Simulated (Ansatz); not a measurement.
# SiH₃S (doublet): one geometry, many settings at a displaced geometry (v1)

What do other methods and options give for SiH₃S (doublet) at this geometry, and how long do they take?

Computed with Ansatz 0.2.0, Gaussian basis. Level: the settings change from run to run.

22 further runs of the same task are left out: 1 for a known fault of the program, 7 that didn't finish, 14 set aside as unsound or not needed.

## (1) The system

The geometry is a PBE0/def2-TZVP stationary point (not a proven minimum) with its atoms shifted at random (size 0.040 Å).

5 atoms, charge 0, spin multiplicity 2.

Atoms are counted from 1 here; the program's logs count them from 0.

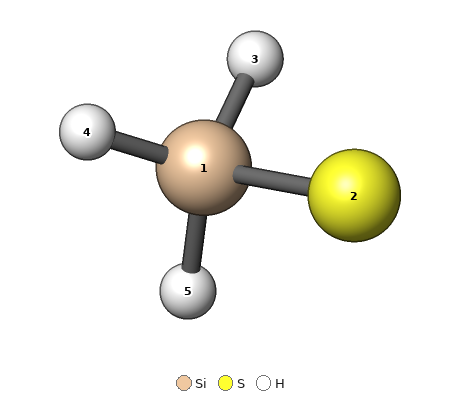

The structure; silicon light orange, sulfur yellow, hydrogen white; atoms are numbered from 1 in the order of the file.

As a file:

```xyz
5
charge 0, multiplicity 2
Si    0.0021    0.0077    1.0610
S     0.0013   -0.0128   -1.0708
H     0.0493    1.4993    1.3544
H     1.1581   -0.6612    1.5987
H    -1.3076   -0.6449    1.5472
```

## (2) BCCD(T) on UHF/cc-pVDZ

in.yaml reads:

```yaml
crystal:
  periodic: [false, false, false]
  atoms:
    - {symbol: Si, position_ang: [0.002123, 0.007672, 1.061033]}
    - {symbol: S, position_ang: [0.001289, -0.012794, -1.070815]}
    - {symbol: H, position_ang: [0.049341, 1.499323, 1.354401]}
    - {symbol: H, position_ang: [1.158098, -0.661202, 1.598708]}
    - {symbol: H, position_ang: [-1.307608, -0.644876, 1.547218]}
basis:
  gaussian: {orbitals: cc-pVDZ, point_charges: [{charge: 1.00, position_ang: [5.862, -0.719, 0.339]}]}
magnetization: {spin_polarized: true, initial_magnetization: 1}
correlation: {method: bccd_t, electrons: valence, diis_vectors: 12}
```

Run with:

```console
$ ansatz run in.yaml --threads 1 --pin off --events-out ev --progress --plain --max-ram 2393MiB
```

What it wrote (excerpt; [...] marks lines left out):

```text
Functional definition: HF
  name "HF"
  cite "Fock, Z. Phys. 61, 126 (1930) doi:10.1007/BF01340294"
  parent pbe
[...]
503 factors; integrals over basis functions are off by at most 1.1e-3 eV
[...]
mean field -18727.01051301 eV, -688.2049427295 hartree, gradient 1.9e-6 eV, S^2 0.758666; 7 other end points of the search recorded, 0 dependent functions left out
determinant -18727.01051301 eV, -688.2049427295 hartree, with singles and doubles -18733.78719290 eV, -688.4539811220 hartree
determinant -18726.88195680 eV, -688.2002183760 hartree, with singles and doubles -18733.65436980 eV, -688.4490999633 hartree
determinant -18724.47177520 eV, -688.1116458358 hartree, with singles and doubles -18731.33403030 eV, -688.3638290593 hartree
determinant -18727.01051301 eV, -688.2049427295 hartree, with singles and doubles -18733.78750641 eV, -688.4539926432 hartree
determinant -18726.88195680 eV, -688.2002183760 hartree, with singles and doubles -18733.65460518 eV, -688.4491086132 hartree
10 core orbitals not correlated: weight in the atoms' cores, before any rotation towards them, 1.000 or more for the frozen orbitals, at most 0.000 for the correlated occupied ones
reference -18727.01051301 eV, -688.2049427295 hartree; 7, 6 occupied and 34, 35 virtual orbitals, 503 factors
second order -5.66708407 eV of doubles, -0.00000000 eV of singles
cycle   1  -6.77118094 eV  change    5.8e-3 eV  update   3.4e-3
[...]
cycle   9  -6.77047757 eV  change   -2.0e-8 eV  update   1.6e-5
perturbative correction -0.16005551 eV, -0.0058819315 hartree
Total energy: -18733.94104609 eV, -688.4596351224 hartree
```

Run time: 7 s. Hardware: 1 thread of Intel Xeon Platinum 8488C, shared host.

From the report: ⟨S²⟩ of the determinant 0.759 (pure doublet: 0.75); correlation -6.9305 eV; largest double amplitude 0.03.

## (3) MRCISD+Q(3,2)/STO-3G

in.yaml reads:

```yaml
crystal:
  periodic: [false, false, false]
  atoms:
    - {symbol: Si, position_ang: [0.002123, 0.007672, 1.061033]}
    - {symbol: S, position_ang: [0.001289, -0.012794, -1.070815]}
    - {symbol: H, position_ang: [0.049341, 1.499323, 1.354401]}
    - {symbol: H, position_ang: [1.158098, -0.661202, 1.598708]}
    - {symbol: H, position_ang: [-1.307608, -0.644876, 1.547218]}
basis:
  gaussian: {orbitals: STO-3G, point_charges: [{charge: -0.50, position_ang: [3.726, 0.354, 0.712]}]}
magnetization: {spin_polarized: false, initial_magnetization: 1}
correlation: {method: fic_mrcisd_q, electrons: all, active_space: {window: {electrons: 3, orbitals: 2}}}
```

Same command.

What it wrote (excerpt; [...] marks lines left out):

```text
Functional definition: HF
  name "HF"
  cite "Fock, Z. Phys. 61, 126 (1930) doi:10.1007/BF01340294"
  parent pbe
[...]
227 factors; integrals over basis functions are off by at most 2.7e-5 eV
[...]
mean field -18517.47754424 eV, -680.5047481537 hartree, gradient 9.3e-7 eV, S^2 0.750000; 4 other end points of the search recorded, 0 dependent functions left out
reference -18517.47754424 eV, -680.5047481537 hartree; 17, 16 occupied and 4, 5 virtual orbitals, 227 factors
state -18517.47754424 eV, -680.5047481537 hartree
contracted CI cycle   1: correlation 0.00000000 eV, 0.0000000000 hartree, residual 9.83e0 eV
contracted CI cycle   2: correlation -1.96590020 eV, -0.0722455000 hartree, residual 2.64e0 eV
contracted CI cycle   3: correlation -2.04391846 eV, -0.0751126181 hartree, residual 4.64e-1 eV
contracted CI cycle   4: correlation -2.04704102 eV, -0.0752273699 hartree, residual 1.09e-1 eV
contracted CI cycle   5: correlation -2.04730392 eV, -0.0752370314 hartree, residual 3.65e-2 eV
contracted CI cycle   6: correlation -2.04732368 eV, -0.0752377576 hartree, residual 8.35e-3 eV
contracted CI cycle   7: correlation -2.04732531 eV, -0.0752378174 hartree, residual 3.02e-3 eV
contracted CI cycle   8: correlation -2.04732547 eV, -0.0752378232 hartree, residual 9.62e-4 eV
state -18517.47754424 eV, -680.5047481537 hartree; corrected -18519.64310196 eV, -680.5843309319 hartree
WARN: 1 active orbitals are nearly empty or full. The corrections depend on them more than the energy does, and are more stable in an active space without them
Total energy: -18519.64310196 eV, -680.5843309319 hartree
```

Wall time 0.42 s (1 thread of Intel Xeon Platinum 8488C, shared host).

From the report: 2 determinants; active occupations 2.00, 1.00. The report marks this result as in doubt.

## (4) MP2 on UHF/cc-pVDZ

in.yaml reads:

```yaml
crystal:
  periodic: [false, false, false]
  atoms:
    - {symbol: Si, position_ang: [0.002123, 0.007672, 1.061033]}
    - {symbol: S, position_ang: [0.001289, -0.012794, -1.070815]}
    - {symbol: H, position_ang: [0.049341, 1.499323, 1.354401]}
    - {symbol: H, position_ang: [1.158098, -0.661202, 1.598708]}
    - {symbol: H, position_ang: [-1.307608, -0.644876, 1.547218]}
basis:
  gaussian: {orbitals: cc-pVDZ, point_charges: [{charge: -1.00, position_ang: [4.422, -0.546, 0.241]}]}
magnetization: {spin_polarized: true, initial_magnetization: 1}
correlation: {method: mp2, electrons: outside_noble_gas}
accuracy: high
output: {forces: true}
```

The command is unchanged.

What it wrote (excerpt; [...] marks lines left out):

```text
Functional definition: HF
  name "HF"
  cite "Fock, Z. Phys. 61, 126 (1930) doi:10.1007/BF01340294"
  parent pbe
[...]
1149 factors; integrals over basis functions are off by at most 4.0e-9 eV
[...]
mean field -18727.09215147 eV, -688.2079428877 hartree, gradient 2.9e-8 eV, S^2 0.758377; 4 other end points of the search recorded, 0 dependent functions left out
10 core orbitals not correlated: weight in the atoms' cores, before any rotation towards them, 1.000 or more for the frozen orbitals, at most 0.000 for the correlated occupied ones
reference -18727.09215147 eV, -688.2079428877 hartree; 7, 6 occupied and 34, 35 virtual orbitals, 1149 factors
second order -5.64639911 eV of doubles, -0.00000000 eV of singles
[...]
Total energy: -18732.73855058 eV, -688.4154442276 hartree
Atom 0 at     0.002123     0.007672     1.061033 Å, force    -0.921182     1.021842     0.102629 eV/Å
Atom 1 at     0.001289    -0.012794    -1.070815 Å, force    -0.020776    -0.382842    -0.718855 eV/Å
Atom 2 at     0.049341     1.499323     1.354401 Å, force    -0.233275    -0.627223     0.457684 eV/Å
Atom 3 at     1.158098    -0.661202     1.598708 Å, force     0.638373    -0.471802     0.288215 eV/Å
Atom 4 at    -1.307608    -0.644876     1.547218 Å, force     0.659668     0.453010    -0.167251 eV/Å
Dipole moment:     0.240233    -0.073205     0.269787 e Å
```

Run time: 3.2 s. Hardware: 1 thread of Intel Xeon Platinum 8488C, shared host.

From the report: ⟨S²⟩ of the determinant 0.758 (pure doublet: 0.75).

## (5) BCCD(T) on UHF/cc-pVDZ

in.yaml, as its differences from that of step 4:

```diff
@@ -9,6 +9,5 @@
 basis:
-  gaussian: {orbitals: cc-pVDZ, point_charges: [{charge: -1.00, position_ang: [4.422, -0.546, 0.241]}]}
+  gaussian: {orbitals: cc-pVDZ}
 magnetization: {spin_polarized: true, initial_magnetization: 1}
-correlation: {method: mp2, electrons: outside_noble_gas}
-accuracy: high
+correlation: {method: bccd_t, electrons: outside_noble_gas}
 output: {forces: true}
```

The command is unchanged.

What it wrote (excerpt; [...] marks lines left out):

```text
Functional definition: HF
  name "HF"
  cite "Fock, Z. Phys. 61, 126 (1930) doi:10.1007/BF01340294"
  parent pbe
[...]
503 factors; integrals over basis functions are off by at most 1.1e-3 eV
[...]
mean field -18726.97856980 eV, -688.2037688382 hartree, gradient 6.2e-6 eV, S^2 0.758616; 7 other end points of the search recorded, 0 dependent functions left out
determinant -18726.97856980 eV, -688.2037688382 hartree, with singles and doubles -18733.75085999 eV, -688.4526459121 hartree
determinant -18726.90763076 eV, -688.2011618765 hartree, with singles and doubles -18733.67405475 eV, -688.4498233719 hartree
determinant -18724.43889658 eV, -688.1104375688 hartree, with singles and doubles -18731.29810405 eV, -688.3625087938 hartree
determinant -18726.97856980 eV, -688.2037688382 hartree, with singles and doubles -18733.75114209 eV, -688.4526562792 hartree
[...]
reference -18726.97856980 eV, -688.2037688382 hartree; 7, 6 occupied and 34, 35 virtual orbitals, 503 factors
second order -5.66297847 eV of doubles, -0.00000000 eV of singles
cycle   1  -6.76683104 eV  change    5.7e-3 eV  update   3.3e-3
[...]
cycle  21  -6.76614959 eV  change    1.3e-9 eV  update   2.6e-8
perturbative correction -0.15912226 eV, -0.0058476353 hartree
[...]
Total energy: -18733.90384166 eV, -688.4582678848 hartree
Atom 0 at     0.002123     0.007672     1.061033 Å, force    -1.467057     0.562914     0.092068 eV/Å
Atom 1 at     0.001289    -0.012794    -1.070815 Å, force     0.030875    -0.022370    -0.668256 eV/Å
Atom 2 at     0.049341     1.499323     1.354401 Å, force    -0.058752    -0.489580     0.105763 eV/Å
Atom 3 at     1.158098    -0.661202     1.598708 Å, force     0.729807    -0.453968     0.523953 eV/Å
Atom 4 at    -1.307608    -0.644876     1.547218 Å, force     0.765126     0.403003    -0.053527 eV/Å
Dipole moment:     0.019184    -0.014469     0.244555 e Å
```

Wall time 16 s (1 thread of Intel Xeon Platinum 8488C, shared host).

From the report: ⟨S²⟩ of the determinant 0.759 (pure doublet: 0.75); correlation -6.9253 eV; largest double amplitude 0.03.

## (6) HF/cc-pVDZ

in.yaml, as its differences from that of step 5:

```diff
@@ -9,5 +9,5 @@
 basis:
-  gaussian: {orbitals: cc-pVDZ}
+  gaussian: {orbitals: cc-pVDZ, point_charges: [{charge: -1.00, position_ang: [4.374, -0.703, -0.896]}]}
 magnetization: {spin_polarized: true, initial_magnetization: 1}
-correlation: {method: bccd_t, electrons: outside_noble_gas}
-output: {forces: true}
+hamiltonian: {xc: hf}
+output: {orbitals: {seedname: orbitals}}
```

The command is unchanged.

What it wrote:

```text
Functional definition: HF
  name "HF"
  cite "Fock, Z. Phys. 61, 126 (1930) doi:10.1007/BF01340294"
  parent pbe
  exchange = exact_x
  correlation = 0
503 factors; integrals over basis functions are off by at most 1.1e-3 eV
mean field evaluation 1: about -18725.7811 eV, gradient 9.4e0 eV
mean field evaluation 2: about -18725.7843 eV, gradient 9.4e0 eV
mean field evaluation 4: about -18726.9840 eV, gradient 1.3e0 eV
mean field evaluation 8: about -18727.0134 eV, gradient 9.6e-2 eV
mean field evaluation 16: about -18727.0200 eV, gradient 1.5e0 eV
mean field evaluation 32: about -18727.0024 eV, gradient 1.8e-1 eV
mean field evaluation 64: about -18726.7822 eV, gradient 3.2e0 eV
mean field evaluation 96: about -18727.0220 eV, gradient 6.4e-2 eV
mean field -18727.03760504 eV, -688.2059383432 hartree, gradient 6.3e-6 eV, S^2 0.758380; 2 other end points of the search recorded, 0 dependent functions left out
reference -18727.03760504 eV, -688.2059383432 hartree; 17, 16 occupied and 34, 35 virtual orbitals, 503 factors
Total energy: -18727.03760504 eV, -688.2059383432 hartree
```

Run time: 1.1 s. Hardware: 1 thread of Intel Xeon Platinum 8488C, shared host.

From the report: ⟨S²⟩ of the determinant 0.758 (pure doublet: 0.75).

## (7) MP2 on ROHF/def2-mTZVP

in.yaml, as its differences from that of step 6:

```diff
@@ -9,5 +9,4 @@
 basis:
-  gaussian: {orbitals: cc-pVDZ, point_charges: [{charge: -1.00, position_ang: [4.374, -0.703, -0.896]}]}
-magnetization: {spin_polarized: true, initial_magnetization: 1}
-hamiltonian: {xc: hf}
-output: {orbitals: {seedname: orbitals}}
+  gaussian: {orbitals: def2-mTZVP}
+magnetization: {spin_polarized: false, initial_magnetization: 1}
+correlation: {method: mp2, electrons: valence}
```

Same command.

What it wrote (excerpt; [...] marks lines left out):

```text
Functional definition: HF
  name "HF"
  cite "Fock, Z. Phys. 61, 126 (1930) doi:10.1007/BF01340294"
  parent pbe
[...]
484 factors; integrals over basis functions are off by at most 1.2e-3 eV
[...]
mean field -18726.90628712 eV, -688.2011124987 hartree, gradient 2.1e-6 eV, S^2 0.750000; 4 other end points of the search recorded, 0 dependent functions left out
[...]
10 core orbitals not correlated: weight in the atoms' cores, before any rotation towards them, 1.000 or more for the frozen orbitals, at most 0.000 for the correlated occupied ones
reference -18726.90628712 eV, -688.2011124987 hartree; 7, 6 occupied and 36, 37 virtual orbitals, 484 factors
second order -5.07138651 eV of doubles, -0.07118533 eV of singles
Total energy: -18732.04885896 eV, -688.3900985282 hartree
```

Wall time 1.5 s (1 thread of Intel Xeon Platinum 8488C, shared host).

## (8) The runs in one table

Where basis and cores are those of an earlier UCCSDT(Q)/cc-pVDZ run (-18733.9396 eV), and the state is the same kind, the miss against it is given. † marks a result that the program doubts.

```csv
level,correlated,functions,energy (eV),from UCCSDT(Q) (meV),time
BCCD(T) on UHF/cc-pVDZ (beside a point charge),valence,51,-18733.9410,,7 s
"MRCISD+Q(3,2)/STO-3G (beside a point charge) †",all,21,-18519.6431,,0.42 s
MP2 on UHF/cc-pVDZ (beside a point charge),outside noble gas,51,-18732.7386,,3.2 s
BCCD(T) on UHF/cc-pVDZ,outside noble gas,51,-18733.9038,35.8,16 s
HF/cc-pVDZ (beside a point charge),,51,-18727.0376,,1.1 s
MP2 on ROHF/def2-mTZVP,valence,53,-18732.0489,,1.5 s
```

## (9) Summary of results

| quantity | value |
| --- | --- |
| runs | 6 |
| quickest | MRCISD+Q(3,2)/STO-3G (beside a point charge) †, 0.42 s |
| slowest | BCCD(T) on UHF/cc-pVDZ, 16 s |

In words: Total energies in different bases, with other cores or another treatment of relativity can't be set against each other. BCCD(T) on UHF/cc-pVDZ took 38 times as long as MRCISD+Q(3,2)/STO-3G (beside a point charge) †; the jobs differ in more than the method.
